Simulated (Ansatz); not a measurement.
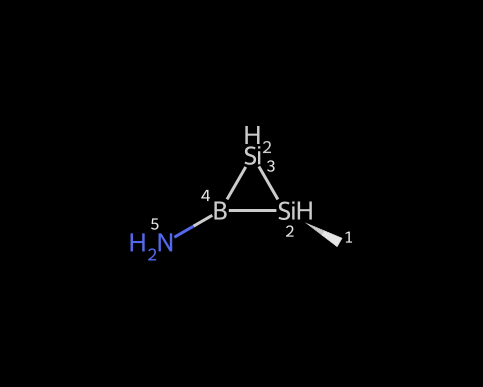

A structural formula, with wedges where it has stereocentres; small numbers name the atoms. The configuration is that of a computed structure (PBE0-D4/def2-TZVP).

> Assign CIP descriptors.

Si2: R.
